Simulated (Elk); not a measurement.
**E(q) of MnAu**

Wanted: E(q) for MnAu and its minimum.

Calculated with Elk 11.2.3 (patched build); LDA (Perdew-Wang); all-electron APW+lo, Dirac cores, scalar-relativistic bands.

### Step 1. Starting point

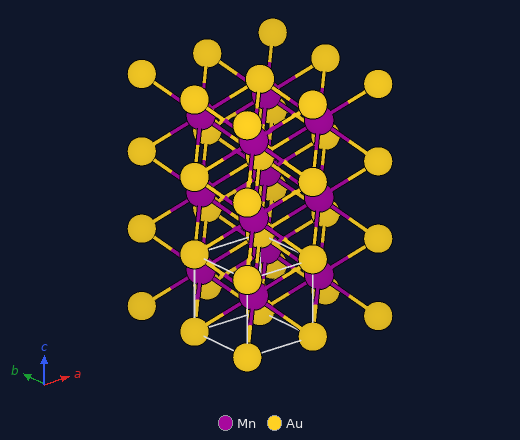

The cell as given, from a free direction (manganese purple, gold yellow). 2×2×3 cells are drawn. Some periodic images of atoms are drawn too.

The cell comes from a database of computed structures and need not be the stable phase.

### Step 2. Reference state

The energies of all spirals count from this run, made with the same spinor basis and mesh so that errors cancel.

The moments start as ferro +, in the xy plane (a flat spiral, cone angle 90°).

Moments are seeded by fields in the spheres (the last three columns under atoms), set against the wanted direction and reduced each loop.

The input, elk.in:

```
tasks
  0
  33
  73

xctype
  3

rgkmax
  7.0

nempty
  14

swidth
  0.005

reducebf
  0.5

epsengy
  1e-06

maxscl
  100

lmaxi
  2

spinsprl
  .true.

spinpol
  .true.

vqlss
  0.000000 0.000000 0.000000

sppath
  './'

avec
  6.06178422636 0.00000000000 0.00000000000
  0.00000000000 6.06178422636 0.00000000000
  0.00000000000 0.00000000000 6.06178422636

atoms
  2
  'Mn.in'
  1
  0.5000000000 0.5000000000 0.5000000000   -0.105000 0.000000 0.000000
  'Au.in'
  1
  0.0000000000 0.0000000000 0.0000000000   0.000000 0.000000 0.000000

ngridk
  8 8 8

plot3d
  0 0 0
  1 0 0
  0 1 0
  0 0 1
  17 17 17
```

The run is started by

```bash
> OMP_NUM_THREADS=2 elk
```

Numbers of over 12 decimals in the logs are rounded to 6 here.

Output:

```text
┌─────────────────────────┐
│ Elk code version 11.2.3 │
└─────────────────────────┘

All units are atomic (Hartree, Bohr, etc.)

┌─────────────────────────────────────────────────┐
│ Ground-state run starting from atomic densities │
└─────────────────────────────────────────────────┘

Lattice vectors :
   6.061784226       0.000000000       0.000000000
   0.000000000       6.061784226       0.000000000
   0.000000000       0.000000000       6.061784226

Reciprocal lattice vectors :
   1.036524078       0.000000000       0.000000000
   0.000000000       1.036524078       0.000000000
   0.000000000       0.000000000       1.036524078

Unit cell volume      :    222.7416435
Brillouin zone volume :    1.113622983

Muffin-tin inner radius fraction :   0.1000000000E-01

Nuclei treated as point charges

Species : 1 (Mn)
 parameters loaded from : Mn.in
 name : manganese
 nuclear charge    :   -25.00000000
 electronic charge :    25.00000000
 atomic mass :    100145.9370
 muffin-tin radius :    2.399842676
 number of radial points in muffin-tin :    497
 inner part over the whole radius :   0.9798535987E-02
 number on inner part of muffin-tin    :    350
 approximate nuclear radius :   0.7074591925E-04
 number of mesh points to nuclear radius :    165
 atomic positions (lattice), magnetic fields (Cartesian) :
  1 :   0.00000000  0.00000000  0.00000000   -0.10500000  0.00000000  0.00000000

Species : 2 (Au)
 parameters loaded from : Au.in
 name : gold
 nuclear charge    :   -79.00000000
 electronic charge :    79.00000000
 atomic mass :    359048.0562
 muffin-tin radius :    2.799816456
 number of radial points in muffin-tin :    697
 inner part over the whole radius :   0.9813267011E-02
 number on inner part of muffin-tin    :    500
 approximate nuclear radius :   0.1033733540E-03
 number of mesh points to nuclear radius :    262
 atomic positions (lattice), magnetic fields (Cartesian) :
  1 :   0.50000000  0.50000000  0.50000000    0.00000000  0.00000000  0.00000000

Total number of atoms per unit cell :    2
Total muffin-tin volume :    149.8286900
 ratio of muffin-tin to unit cell volume :   0.6726568398

Spin treatment :
 spin-polarised
 global magnetic field (Cartesian) :    0.000000000       0.000000000       0.000000000
 non-collinear magnetisation
 spin-spiral state assumed
  q-vector (lattice)   :    0.000000000       0.000000000       0.000000000
  q-vector (Cartesian) :    0.000000000       0.000000000       0.000000000
  q-vector length      :    0.000000000

Number of Bravais lattice symmetries :   48
Number of crystal symmetries         :   48
Crystal has inversion symmetry
Real symmetric eigensolver will be used

k-point grid :      8     8     8
k-point offset :    0.000000000       0.000000000       0.000000000
k-point set is reduced with full crystal symmetry group
Total number of k-points :       35

Muffin-tin radius times maximum |G+k| :    7.000000000
 using average radius
Maximum |G+k| for APW functions       :    2.692484189
Maximum (1/2)|G+k|²                   :    3.624735553
Maximum |G| for potential and density :    12.00000000
Constant for pseudocharge density :    8
 order of it for each species :   15  15
 order of it for pair densities of each species (exact exchange by exxq0 0: 15) :    8  11
Radial integration step length :    1

G-vector grid sizes :     24    24    24
Number of G-vectors :     6619

Maximum angular momentum used for
 APW functions            :    8
 outer part of muffin-tin :    6
 inner part of muffin-tin :    2

Total nuclear charge    :   -104.0000000
Total core charge       :    58.00000000
Total valence charge    :    46.00000000
Total excess charge     :    0.000000000
Total electronic charge :    104.0000000

Effective Wigner radius, rₛ :   0.7996375080

Number of empty states         :     28
Total number of valence states :    104
Total number of core states    :     58

Third-order local-orbitals added for an l without core states : T
Total number of local-orbitals :     61

Exchange-correlation functional :      3     0     0
 Perdew-Wang/Ceperley-Alder, Phys. Rev. B 45, 13244 (1992)
 gradient requirement :    0
 local density approximation (LDA)

Smearing type :    3
 Fermi-Dirac
Smearing width :   0.5000000000E-02
Effective electronic temperature (K) :    1578.875124

Mixing type :    3
 Broyden mixing, J. Phys. A: Math. Gen. 17, L317 (1984)

Kohn-Sham potential initialised from atomic data

┌──────────────────────────────┐
│ Self-consistent loop started │
└──────────────────────────────┘

┌─────────────────┐
│ Loop number : 1 │
└─────────────────┘

Energies :
 Fermi                       :     0.106171
 sum of occupied eigenvalues :     -12391.997469919
 electron kinetic            :      23027.651278559
 core electron kinetic       :      22033.342002790
 Coulomb                     :     -42816.371121036
 Coulomb potential           :     -34915.050452994
 nuclear-nuclear             :     -1868.1406929685
 electron-nuclear            :     -47028.015048971
 Hartree                     :      6079.7846209034
 Madelung                    :     -25358.845894539
 xc potential                :     -504.46646665881
 xc effective B-field        :    -0.143242
 external B-field            :      0.000000
 exchange                    :     -394.23647318822
 correlation                 :     -10.376788640769
 electron entropic           :    -0.84611372401538E-02
 total energy                :     -20193.341565443
 (external B-field energy excluded from total)

Density of states at Fermi energy :    105.1889541
 (states/Hartree/unit cell)

Estimated indirect band gap :   0.8310380728E-03
 from k-point 18 to k-point 22
Estimated direct band gap   :   0.2370617841E-02
 at k-point 17

Charges :
 core                        :    58.00000000
 valence                     :    46.00000000
 interstitial                :    2.089393105
 muffin-tins (core leakage)
  species : 1 (Mn)
   atom 1                    :    24.69679318     ( -0.3595670488E-05)
  species : 2 (Au)
   atom 1                    :    77.21381371     (  0.1063272801E-03)
 total in muffin-tins        :    101.9106069
 total calculated charge     :    103.9994707
 total charge                :    104.0000000
 error                       :   0.5292785407E-03

Moments :
 interstitial                :   0.3596897492E-01 -0.3824225370E-11  0.6410776284E-10
 muffin-tins
  species : 1 (Mn)
   atom 1                    :    2.856505583     -0.4231039828E-10  0.8152945029E-10
  species : 2 (Au)
   atom 1                    :   0.3601157187     -0.1173070619E-10 -0.1252307406E-08
 total in muffin-tins        :    3.216621302     -0.5404110447E-10 -0.1170777956E-08
 total moment                :    3.252590277     -0.5786532984E-10 -0.1106670193E-08

┌─────────────────┐
│ Loop number : 2 │
└─────────────────┘

Energies :
 Fermi                       :     0.108988
 sum of occupied eigenvalues :     -12392.283003579
 electron kinetic            :      23028.040883830
 core electron kinetic       :      22033.227773323
 Coulomb                     :     -42817.189222171
 Coulomb potential           :     -34912.528857646
 nuclear-nuclear             :     -1868.1406929685
 electron-nuclear            :     -47032.235002284
 Hartree                     :      6083.1864730818
 Madelung                    :     -25360.924793348
 xc potential                :     -507.65764941488
 xc effective B-field        :    -0.152317
 external B-field            :      0.000000
 exchange                    :     -394.24403726893
 correlation                 :     -10.375712883633
 electron entropic           :    -0.79819032178350E-02
 total energy                :     -20193.776070397
 (external B-field energy excluded from total)

Density of states at Fermi energy :    99.43568228
 (states/Hartree/unit cell)

Estimated indirect band gap :   0.6098939608E-03
 from k-point 28 to k-point 29
Estimated direct band gap   :   0.3311370912E-02
 at k-point 29

Charges :
 core                        :    58.00000000
 valence                     :    46.00000000
 interstitial                :    2.082306196
 muffin-tins (core leakage)
  species : 1 (Mn)
   atom 1                    :    24.56019779     ( -0.3595670755E-05)
  species : 2 (Au)
   atom 1                    :    77.35749601     (  0.1055972332E-03)
 total in muffin-tins        :    101.9176938
 total calculated charge     :    103.9994889
 total charge                :    104.0000000
 error                       :   0.5110672895E-03

Moments :
 interstitial                :   0.4389240946E-01 -0.3548917597E-07  0.2475945949E-08
 muffin-tins
  species : 1 (Mn)
   atom 1                    :    2.950496442     -0.2578213711E-06 -0.7678229370E-08
  species : 2 (Au)
   atom 1                    :   0.3298304979      0.7493517074E-07  0.1619858849E-07
 total in muffin-tins        :    3.280326940     -0.1828862003E-06  0.8520359116E-08
 total moment                :    3.324219349     -0.2183753763E-06  0.1099630506E-07

RMS change in Kohn-Sham potential (target) :   0.3474017813     (  0.1000000000E-05)
Absolute change in total energy (target)   :   0.4345049541     (  0.1000000000E-05)

[... loops 3 to 22 left out ...]

┌──────────────────┐
│ Loop number : 23 │
└──────────────────┘

Energies :
 Fermi                       :     0.262764
 sum of occupied eigenvalues :     -12386.780763218
 electron kinetic            :      23039.645843880
 core electron kinetic       :      22034.929375791
 Coulomb                     :     -42828.497071585
 Coulomb potential           :     -34888.874341927
 nuclear-nuclear             :     -1868.1406929685
 electron-nuclear            :     -47078.924877757
 Hartree                     :      6118.5684991403
 Madelung                    :     -25384.059900622
 xc potential                :     -537.30423823524
 xc effective B-field        :    -0.248027
 external B-field            :      0.000000
 exchange                    :     -394.68157206494
 correlation                 :     -10.374851029022
 electron entropic           :    -0.32721187323711E-02
 total energy                :     -20193.910922918
 (external B-field energy excluded from total)

Density of states at Fermi energy :    38.41982099
 (states/Hartree/unit cell)

Estimated indirect band gap :   0.1627392719E-02
 from k-point 24 to k-point 23
Estimated direct band gap   :   0.3139254469E-02
 at k-point 24

Charges :
 core                        :    58.00000000
 valence                     :    46.00000000
 interstitial                :    1.932392992
 muffin-tins (core leakage)
  species : 1 (Mn)
   atom 1                    :    23.63924683     ( -0.3595670792E-05)
  species : 2 (Au)
   atom 1                    :    78.42836018     (  0.9257934856E-04)
 total in muffin-tins        :    102.0676070
 total calculated charge     :    103.9996051
 total charge                :    104.0000000
 error                       :   0.3949141905E-03

Moments :
 interstitial                :   0.1174803203     -0.1012427707E-04  0.3839201297E-06
 muffin-tins
  species : 1 (Mn)
   atom 1                    :    3.770940498     -0.4155409010E-03  0.1009117960E-05
  species : 2 (Au)
   atom 1                    :   0.8034287845E-01 -0.1590000181E-04  0.1963860569E-05
 total in muffin-tins        :    3.851283377     -0.4314409028E-03  0.2972978528E-05
 total moment                :    3.968763697     -0.4415651799E-03  0.3356898658E-05

RMS change in Kohn-Sham potential (target) :   0.1142100609E-06 (  0.1000000000E-05)
Absolute change in total energy (target)   :   0.1172229531E-06 (  0.1000000000E-05)

Convergence targets achieved

┌──────────────────┐
│ Loop number : 24 │
└──────────────────┘

Energies :
 Fermi                       :     0.262764
 sum of occupied eigenvalues :     -12386.780763281
 electron kinetic            :      23039.645843837
 core electron kinetic       :      22034.929375743
 Coulomb                     :     -42828.497071542
 Coulomb potential           :     -34888.874342035
 nuclear-nuclear             :     -1868.1406929685
 electron-nuclear            :     -47078.924877572
 Hartree                     :      6118.5684989978
 Madelung                    :     -25384.059900525
 xc potential                :     -537.30423816038
 xc effective B-field        :    -0.248027
 external B-field            :      0.000000
 exchange                    :     -394.68157206798
 correlation                 :     -10.374851029748
 electron entropic           :    -0.32721187457570E-02
 total energy                :     -20193.910922922
 (external B-field energy excluded from total)

Density of states at Fermi energy :    38.41982074
 (states/Hartree/unit cell)

Estimated indirect band gap :   0.1627394354E-02
 from k-point 24 to k-point 23
Estimated direct band gap   :   0.3139252725E-02
 at k-point 24

Charges :
 core                        :    58.00000000
 valence                     :    46.00000000
 interstitial                :    1.932392990
 muffin-tins (core leakage)
  species : 1 (Mn)
   atom 1                    :    23.63924684     ( -0.3595670750E-05)
  species : 2 (Au)
   atom 1                    :    78.42836017     (  0.9257934918E-04)
 total in muffin-tins        :    102.0676070
 total calculated charge     :    103.9996051
 total charge                :    104.0000000
 error                       :   0.3949141981E-03

Moments :
 interstitial                :   0.1174802974     -0.1061982109E-04  0.3857468329E-06
 muffin-tins
  species : 1 (Mn)
   atom 1                    :    3.770940461     -0.4314476187E-03  0.1068544223E-05
  species : 2 (Au)
   atom 1                    :   0.8034287998E-01 -0.1623886438E-04  0.1963978169E-05
 total in muffin-tins        :    3.851283341     -0.4476864831E-03  0.3032522392E-05
 total moment                :    3.968763638     -0.4583063042E-03  0.3418269225E-05

┌──────────────────────────────┐
│ Self-consistent loop stopped │
└──────────────────────────────┘

Wrote STATE.OUT
```

Wall time 3.2 min (2 threads of Intel Xeon Platinum 8559C (Emerald Rapids), shared host); peak memory 0.15 GiB; 6.3 min of CPU time.

Spin moment in the muffin-tin sphere by atom:

| atom | x (μB) | y (μB) | z (μB) | size |
| --- | --- | --- | --- | --- |
| Mn1 | 3.77 | 0.00 | 0.00 | 3.77 |
| Au2 | 0.08 | 0.00 | 0.00 | 0.08 |

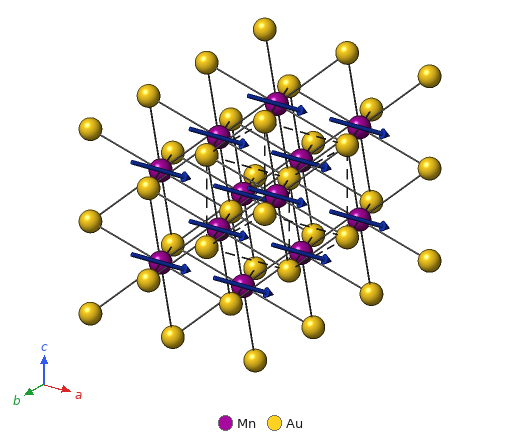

Spin moment in the muffin-tin sphere as arrows, the longest 3.77 μB. 2×3×2 cells are drawn. Some periodic images of atoms are drawn too.

Read from the output:

| Property | Result |
| --- | --- |
| density of states at the Fermi level | 1.412 states/eV/cell |
| moment between the spheres | 0.1175, 0, 0 μB |
| magnetization | 3.969, 0, 0 μB |
| final state | ferromagnetic |

After 24 cycles the largest moment stands at 3.77 μB.

[end of part 1 of 2]

[Logs and program files are shortened in this print: banners, set-up blocks, solver, clock and traceback lines can be left out without a mark of their own.]

[Logs are printed without paths, hosts, clocks, repeated set-up lines and the standing remarks that a program may print on its own settings, such as how far it seeks lower states.]

[Hosts, paths, dates, database ids (printed as entryN), source tags and the programs' standing remarks are cut or masked in the printed files.]

[Where a cell is said to come from a database of computed structures, the database is the Materials Project.]
